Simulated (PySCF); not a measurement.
Se(iPr)(OMe), C4H10OSe, SMILES CO[Se]C(C)C at its GFN2-xTB optimised geometry (Å):

```
16

Se    -1.5594    -0.7532     0.0000
C      0.4430    -0.7532     0.0000
C      0.9210    -2.1904    -0.1060
C      0.9516    -0.0552     1.2457
H      0.7328    -0.1913    -0.8943
H      2.0093    -2.2172    -0.1327
H      0.5829    -2.7678     0.7533
H      0.5395    -2.6623    -1.0097
H      0.5018     0.9314     1.3374
H      2.0339     0.0597     1.2000
H      0.6992    -0.6325     2.1328
O     -1.8217     1.0527     0.0000
C     -1.8602     1.7166    -1.2376
H     -2.6738     1.3553    -1.8725
H     -2.0339     2.7678    -1.0016
H     -0.9157     1.6284    -1.7834
```

Level of theory: PySCF with PBE0/def2-TZVP. Cells within 0.4 Å of a nucleus heavier than hydrogen are left out (blank, or x).

Map of the HOMO−1 amplitude (bohr^(-3/2)), clipped to [-0.25, 0.25] on the plane z = 0.0 Å; orbital energy -7.54 eV, overall sign arbitrary:

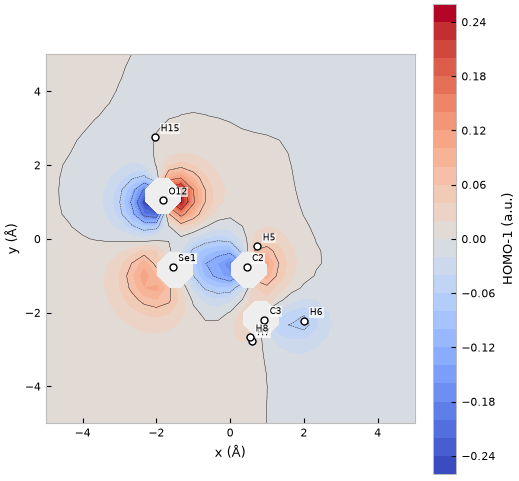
*HOMO−1 amplitude (bohr^(-3/2)), clipped to [-0.25, 0.25] on the plane z = 0.0 Å.*
